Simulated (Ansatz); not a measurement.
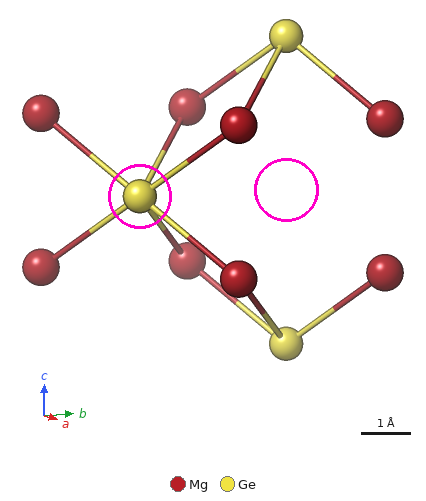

Perfect Mg2Ge. The picture is a ball-and-stick view of the atoms within 4.6 Å of one point, in a slice 4.2 Å thick across the line of sight, seen slightly off an axis.

Theory: DFT, PBEsol, PAW, plane waves (Ansatz 0.2.0). (plane-wave cutoff 420 eV; k-point mesh 1 × 1 × 1; mesh shifted by (0.25, 0.25, 0.25); collinear spin) Fermi-Dirac smearing of 0.01 eV. A uniform background neutralises the charged cell. The axes drawn are those of the host's conventional cell.

A germanium atom is replaced by carbon and an extra germanium atom is put between the host's atoms (an interstitial), the two sites 3.2 Å apart at the ringed places, in charge state −1. The supercell has 96 sites, and the atoms are relaxed at the host's cell.

How do the neighbours respond?

In the host the Ge atom has 8 Mg at 2.76 Å; the C atom ends with 7 Mg at 2.32 to 2.54 Å. The Ge atom starts with 8 Mg at 2.75 to 2.76 Å, 6 Ge at 3.18 to 3.19 Å around its place and ends with 8 Mg at 2.72 to 2.98 Å, 3 Ge at 2.93 to 3.26 Å. Of the host's atoms, a magnesium atom moves furthest from its site, by 0.60 Å. The C atom itself moves 0.49 Å from where it was put. The Ge atom itself moves 0.18 Å from where it was put. The cell's net moment is 0.98 μB.

The relaxed defect, seen from the same direction:

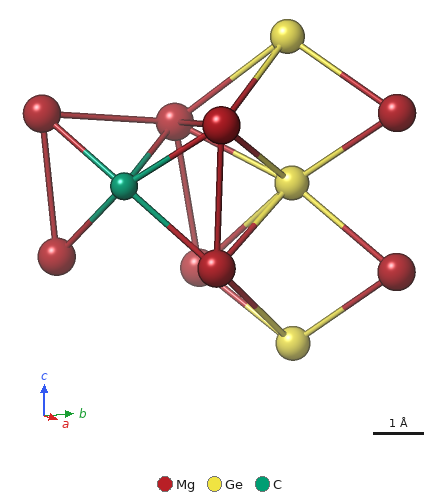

Limits of the set-up: the cell is charged, on a uniform background, and energies carry no finite-size correction.
